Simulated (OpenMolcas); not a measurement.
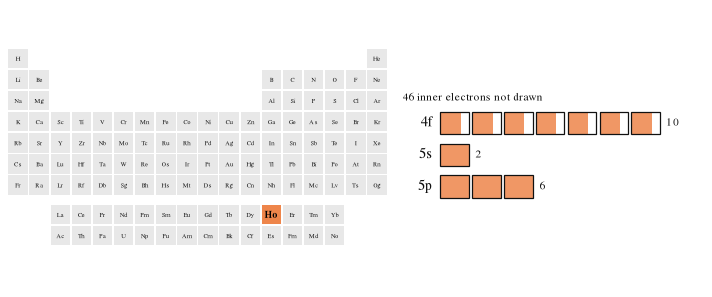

Left, the place of holmium in the periodic table; right, the outer shells of the leading configuration of the lowest level: a box for each of the 2l + 1 orbitals, shaded by the share of the shell that is filled, with the electron count at the right.

**Multiconfigurational calculation for Ho³⁺ complex (part 1 of 2)**

- system: Ho³⁺ with 6 ligands (Cl; trigonal antiprism, 2.66 Å), neutralised by 6 outer point charges of +0.5 e, whose field is part of the energies.
- method: state-averaged CASSCF, active space 10 electrons in the shell 4f, basis ANO-RCC-VDZP on the metal and ANO-RCC-VDZP on the ligands, DKH2 scalar Hamiltonian, spin-orbit coupling by RASSI with atomic mean-field integrals (OpenMolcas)

### Input file
```
&GATEWAY
Coord
7

Ho 0.0 0.0 0.0
Cl 0.000000 2.200825 1.493977
Cl -1.905971 -1.100413 1.493977
Cl 1.905971 -1.100413 1.493977
Cl 0.000000 -2.200825 -1.493977
Cl 1.905971 1.100413 -1.493977
Cl -1.905971 1.100413 -1.493977
Basis=Ho.ANO-RCC-VDZP,Cl.ANO-RCC-VDZP
Group=XYZ
NoMove
AngMom=0.0 0.0 0.0
AMFI
RICD
XField
3 Angstrom 0
0.000000 4.848434 3.291243 0.500000
4.198868 -2.424218 3.291242 0.500000
4.198868 2.424218 -3.291242 0.500000
&SEWARD
&RASSCF
FileOrb=start.orb
Symmetry=1
Spin=5
nActEl=10 0 0
Inactive=42 39
Ras2=0 7
CIRoot=35 35 1
SDav=35
CIMx=300
Iter=150 100
PrWF=0.3
OrbListing=Nothing
MaxOrb=0
LevShft=1.0
>>> COPY $Project.JobIph JOB001
&RASSCF
FileOrb=start.orb
Symmetry=1
Spin=3
nActEl=10 0 0
Inactive=42 39
Ras2=0 7
CIRoot=162 162 1
SDav=210
CIMx=300
Iter=150 100
PrWF=0.3
OrbListing=Nothing
MaxOrb=0
CIOnly
LevShft=1.0
>>> COPY $Project.JobIph JOB002
&RASSCF
FileOrb=start.orb
Symmetry=1
Spin=1
nActEl=10 0 0
Inactive=42 39
Ras2=0 7
CIRoot=162 162 1
SDav=196
CIMx=300
Iter=150 100
PrWF=0.3
OrbListing=Nothing
MaxOrb=0
CIOnly
LevShft=1.0
>>> COPY $Project.JobIph JOB003
&RASSI
NrOfJobIphs=3 30 106 31
1 2 3 4 5 6 7 8 9 10 11 12 13 14 15 16 17 18 19 20 21 22 23 24 25 26 27
28 29 30
1 2 3 4 5 6 7 8 9 10 11 12 13 14 15 16 17 18 19 20 21 22 23 24 25 26 27
28 29 30 31 32 33 34 35 36 37 38 39 40 41 42 43 44 45 46 47 48 49 50 51
52 53 54 55 56 57 58 59 60 61 62 63 64 65 66 67 68 69 70 71 72 73 74 75
76 77 78 79 80 81 82 83 84 85 86 87 88 89 90 91 92 93 94 95 96 97 98 99
100 101 102 103 104 105 106
1 2 3 4 5 6 7 8 9 10 11 12 13 14 15 16 17 18 19 20 21 22 23 24 25 26 27
28 29 30 31
IphNames
JOB001
JOB002
JOB003
EJob
SpinOrbit
DIPRint=1.0
SOCoupling=1000.0
Subsets=2
Property=9
'ANGMOM' 1 'ANGMOM' 2 'ANGMOM' 3 'MLTPL  1' 1 'MLTPL  1' 2 'MLTPL  1' 3
'AMFI' 1 'AMFI' 2 'AMFI' 3
SOProperty=3
'ANGMOM' 1 'ANGMOM' 2 'ANGMOM' 3
```

The file start.orb holds starting orbitals from an earlier step. A driver script formed the levels outside the program, from RASSI's spin-orbit matrix and the active-space energies, averaged over the components of each term or state.

Hardware: 1 thread of Arm Neoverse V2, 24 GiB of memory available, shared host.

Run as:
```bash
OMP_NUM_THREADS=1 MOLCAS_MEM=2457 MOLCAS_PROJECT=a pymolcas a.inp > a.log  # once for each step of the input, in one work folder
```

### Log (extracts)
```
--- SEWARD ---
Basis set label: HO.ANO-RCC...7S6P4D2F1G.

      Electronic valence basis set:
      ------------------
      Associated Effective Charge  67.000000 au
      Associated Actual Charge     67.000000 au
      Nuclear Model: Point charge

      Shell  nPrim  nBasis  Cartesian Spherical Contaminant
         s      25       7        X
         p      22       6        X
         d      15       4                 X
         f      11       2                 X
         g       4       1                 X
                  Relativistic Douglas-Kroll-Hess integrals:
                    - DKH order of Hamiltonian: 2
                    - DKH order of Properties : 0
                  Atomic mean-field integrals
--- RASSCF ---
Wave function specifications:
      -----------------------------

      Number of closed shell electrons         162
      Number of electrons in active shells      10
      Max number of holes in RAS1 space          0
      Max nr of electrons in RAS3 space          0
      Number of inactive orbitals               81
      Number of active orbitals                  7
      Number of secondary orbitals              88
      Spin quantum number                      2.0
      State symmetry                             1
Orbital specifications:
      -----------------------

      Symmetry species                           1   2
                                                ag  au
      Frozen orbitals                            0   0
      Inactive orbitals                         42  39
      Active orbitals                            0   7
      RAS1 orbitals                              0   0
      RAS2 orbitals                              0   7
      RAS3 orbitals                              0   0
      Secondary orbitals                        48  40
      Deleted orbitals                           0   0
      Number of basis functions                 90  86
      Number of CSFs                            35
      Number of root(s) required                35
      Iter CI   SX   CI       RASSCF       Energy    max ROT     max BLB   max BLB  Level Ln srch  Step   QN
          iter iter root      energy       change     param      element    value   shift minimum  type update
 Nr of preliminary CI iterations:   1
      Total energies have been shifted. Add               -15000.00 au
        1   1    9    0  -371.12572205    0.00E+00  -4.16E-02   45  52 2  2.93E-01*  1.57   0.00    SX    NO
        2   1   10    0  -371.48162814   -3.56E-01* -2.99E-02   13  61 1  1.21E-01*  1.10   0.00    SX    NO
        3   1    9    0  -371.60221367   -1.21E-01* -1.97E-02   22  44 1  7.36E-02*  1.18   0.00    SX    NO
        4   1    9    0  -371.63514866   -3.29E-02*  1.30E-02   22  44 1  4.53E-02*  1.04   0.00    SX    NO
        5   1    9    0  -371.64718239   -1.20E-02* -1.64E-02   22  44 1  3.05E-02*  1.08   1.30    QN   YES
        6   1    9    0  -371.65398745   -6.81E-03*  6.23E-03   43  50 2  8.94E-03*  1.04   1.31    QN   YES
        7   1    8    0  -371.65495890   -9.71E-04* -1.62E-03   11  55 2 -3.05E-03*  1.03   1.31    QN   YES
        8   1    8    0  -371.65515063   -1.92E-04* -6.61E-04   22  57 1 -1.48E-03*  1.03   1.36    QN   YES
        9   1    7    0  -371.65518626   -3.56E-05* -3.42E-04   15  60 2 -7.83E-04*  1.03   1.28    QN   YES
       10   1    7    0  -371.65519281   -6.55E-06*  2.18E-04   22  57 1 -2.84E-04*  1.03   1.48    QN   YES
       11   1    7    0  -371.65519484   -2.03E-06*  9.16E-05   11  55 2  1.34E-04*  1.03   1.34    QN   YES
       12   1    6    0  -371.65519531   -4.74E-07*  4.03E-05   33  78 2  1.29E-04*  1.03   1.45    QN   YES
       13   1    5    0  -371.65519545   -1.33E-07* -1.52E-05   15  60 2  5.12E-05   1.03   1.30    QN   YES
       14   1    5    0  -371.65519547   -2.19E-08*  5.04E-06   11  55 2 -1.73E-05   1.03   1.31    QN   YES
       15   1    5    0  -371.65519547   -3.47E-09   2.61E-06   33  78 2 -8.27E-06   1.03   1.51    QN   YES
      Convergence after 15 iterations
       16   1    5    0  -371.65519547   -6.38E-10   2.61E-06   15  60 2 -4.65E-06   1.03   1.51    QN   YES
      Natural orbitals and occupation numbers for root  1
      sym 2:   1.000000   1.173845   1.826155   1.135803   1.826155   1.173845   1.864197
      Natural orbitals and occupation numbers for root  2
      sym 2:   1.067411   1.276280   1.704514   1.662888   1.314883   1.108691   1.865332
      Natural orbitals and occupation numbers for root  3
      sym 2:   1.066872   1.370763   1.059742   1.364317   1.932895   1.628910   1.576503
::    RASSCF root number  1 Total energy: -15371.73643830
::    RASSCF root number  2 Total energy: -15371.73618908
::    RASSCF root number  3 Total energy: -15371.73618908
::    RASSCF root number  4 Total energy: -15371.73612852
::    RASSCF root number  5 Total energy: -15371.73594969
::    RASSCF root number  6 Total energy: -15371.73594969
::    RASSCF root number  7 Total energy: -15371.73552834
::    RASSCF root number  8 Total energy: -15371.73552004
::    RASSCF root number  9 Total energy: -15371.73552004
::    RASSCF root number 10 Total energy: -15371.73547000
::    RASSCF root number 11 Total energy: -15371.73539695
::    RASSCF root number 12 Total energy: -15371.73534150
::    RASSCF root number 13 Total energy: -15371.73534150
::    RASSCF root number 14 Total energy: -15371.65554268
::    RASSCF root number 15 Total energy: -15371.65544825
::    RASSCF root number 16 Total energy: -15371.65544825
::    RASSCF root number 17 Total energy: -15371.65520337
::    RASSCF root number 18 Total energy: -15371.65512504
::    RASSCF root number 19 Total energy: -15371.65497774
::    RASSCF root number 20 Total energy: -15371.65497774
::    RASSCF root number 21 Total energy: -15371.65487887
::    RASSCF root number 22 Total energy: -15371.60986286
::    RASSCF root number 23 Total energy: -15371.60986286
::    RASSCF root number 24 Total energy: -15371.60979578
::    RASSCF root number 25 Total energy: -15371.60926605
::    RASSCF root number 26 Total energy: -15371.60926605
::    RASSCF root number 27 Total energy: -15371.60877003
::    RASSCF root number 28 Total energy: -15371.60874158
::    RASSCF root number 29 Total energy: -15371.60874158
::    RASSCF root number 30 Total energy: -15371.60804310
--- RASSCF ---
Wave function specifications:
      -----------------------------

      Number of closed shell electrons         162
      Number of electrons in active shells      10
      Max number of holes in RAS1 space          0
      Max nr of electrons in RAS3 space          0
      Number of inactive orbitals               81
      Number of active orbitals                  7
      Number of secondary orbitals              88
      Spin quantum number                      1.0
      State symmetry                             1
Orbital specifications:
      -----------------------

      Symmetry species                           1   2
                                                ag  au
      Frozen orbitals                            0   0
      Inactive orbitals                         42  39
      Active orbitals                            0   7
      RAS1 orbitals                              0   0
      RAS2 orbitals                              0   7
      RAS3 orbitals                              0   0
      Secondary orbitals                        48  40
      Deleted orbitals                           0   0
      Number of basis functions                 90  86
      Number of CSFs                           210
      Number of root(s) required               162
      Iter CI   SX   CI       RASSCF       Energy    max ROT     max BLB   max BLB  Level Ln srch  Step   QN
          iter iter root      energy       change     param      element    value   shift minimum  type update
 Nr of preliminary CI iterations:   1
        1   1    0    0-15371.54574528    0.00E+00   0.00E+00   44  51 2 -1.00E-02*  0.00   0.00    SX    NO
      Natural orbitals and occupation numbers for root  1
      sym 2:   1.410865   1.418052   1.423898   1.435375   1.442974   1.422562   1.446274
      Natural orbitals and occupation numbers for root  2
      sym 2:   1.411029   1.446023   1.442844   1.423880   1.417576   1.422646   1.436001
      Natural orbitals and occupation numbers for root  3
      sym 2:   1.423973   1.419047   1.438735   1.425842   1.438734   1.419047   1.434622
::    RASSCF root number  1 Total energy: -15371.63990506
::    RASSCF root number  2 Total energy: -15371.63990506
::    RASSCF root number  3 Total energy: -15371.63990491
::    RASSCF root number  4 Total energy: -15371.63990325
::    RASSCF root number  5 Total energy: -15371.63990325
::    RASSCF root number  6 Total energy: -15371.63990253
::    RASSCF root number  7 Total energy: -15371.63979361
::    RASSCF root number  8 Total energy: -15371.63979361
::    RASSCF root number  9 Total energy: -15371.63979218
::    RASSCF root number 10 Total energy: -15371.63979104
::    RASSCF root number 11 Total energy: -15371.63978336
::    RASSCF root number 12 Total energy: -15371.63978336
::    RASSCF root number 13 Total energy: -15371.63976251
::    RASSCF root number 14 Total energy: -15371.63976251
::    RASSCF root number 15 Total energy: -15371.63975671
::    RASSCF root number 16 Total energy: -15371.61332259
::    RASSCF root number 17 Total energy: -15371.61331908
::    RASSCF root number 18 Total energy: -15371.61331908
::    RASSCF root number 19 Total energy: -15371.61331352
::    RASSCF root number 20 Total energy: -15371.61328851
::    RASSCF root number 21 Total energy: -15371.61328851
::    RASSCF root number 22 Total energy: -15371.61287514
::    RASSCF root number 23 Total energy: -15371.61287513
::    RASSCF root number 24 Total energy: -15371.61283822
::    RASSCF root number 25 Total energy: -15371.61278343
::    RASSCF root number 26 Total energy: -15371.61278343
::    RASSCF root number 27 Total energy: -15371.60308669
::    RASSCF root number 28 Total energy: -15371.60308669
::    RASSCF root number 29 Total energy: -15371.60300447
::    RASSCF root number 30 Total energy: -15371.60300447
--- RASSCF ---
Wave function specifications:
      -----------------------------

      Number of closed shell electrons         162
      Number of electrons in active shells      10
      Max number of holes in RAS1 space          0
      Max nr of electrons in RAS3 space          0
      Number of inactive orbitals               81
      Number of active orbitals                  7
      Number of secondary orbitals              88
      Spin quantum number                      0.0
      State symmetry                             1
Orbital specifications:
      -----------------------

      Symmetry species                           1   2
                                                ag  au
      Frozen orbitals                            0   0
      Inactive orbitals                         42  39
      Active orbitals                            0   7
      RAS1 orbitals                              0   0
      RAS2 orbitals                              0   7
      RAS3 orbitals                              0   0
      Secondary orbitals                        48  40
      Deleted orbitals                           0   0
      Number of basis functions                 90  86
      Number of CSFs                           196
      Number of root(s) required               162
      Iter CI   SX   CI       RASSCF       Energy    max ROT     max BLB   max BLB  Level Ln srch  Step   QN
          iter iter root      energy       change     param      element    value   shift minimum  type update
 Nr of preliminary CI iterations:   1
        1   1    0    0-15371.46455824    0.00E+00   0.00E+00   44  51 2 -1.76E-02*  0.00   0.00    SX    NO
      Natural orbitals and occupation numbers for root  1
      sym 2:   1.258824   1.298996   1.734665   1.126078   1.802337   1.309795   1.469304
      Natural orbitals and occupation numbers for root  2
      sym 2:   1.259265   1.296783   1.802045   1.126105   1.735030   1.311544   1.469228
      Natural orbitals and occupation numbers for root  3
      sym 2:   1.126275   1.795741   1.601145   1.220439   1.327627   1.327627   1.601145
::    RASSCF root number  1 Total energy: -15371.58151024
::    RASSCF root number  2 Total energy: -15371.58151024
::    RASSCF root number  3 Total energy: -15371.58144889
::    RASSCF root number  4 Total energy: -15371.58134474
::    RASSCF root number  5 Total energy: -15371.58134474
::    RASSCF root number  6 Total energy: -15371.58126861
::    RASSCF root number  7 Total energy: -15371.58122881
::    RASSCF root number  8 Total energy: -15371.58122881
::    RASSCF root number  9 Total energy: -15371.58120260
::    RASSCF root number 10 Total energy: -15371.58120260
::    RASSCF root number 11 Total energy: -15371.58120091
::    RASSCF root number 12 Total energy: -15371.58107632
::    RASSCF root number 13 Total energy: -15371.58090221
::    RASSCF root number 14 Total energy: -15371.58090221
::    RASSCF root number 15 Total energy: -15371.58081975
::    RASSCF root number 16 Total energy: -15371.58081975
::    RASSCF root number 17 Total energy: -15371.58080818
::    RASSCF root number 18 Total energy: -15371.56396835
::    RASSCF root number 19 Total energy: -15371.56396823
::    RASSCF root number 20 Total energy: -15371.56396823
::    RASSCF root number 21 Total energy: -15371.56324103
::    RASSCF root number 22 Total energy: -15371.56324103
::    RASSCF root number 23 Total energy: -15371.55106025
::    RASSCF root number 24 Total energy: -15371.55057291
::    RASSCF root number 25 Total energy: -15371.55057291
::    RASSCF root number 26 Total energy: -15371.55050129
::    RASSCF root number 27 Total energy: -15371.55015694
::    RASSCF root number 28 Total energy: -15371.55015694
::    RASSCF root number 29 Total energy: -15371.54960585
::    RASSCF root number 30 Total energy: -15371.54949137
```

(Continued in part 2.) Outcome of the run: converged.
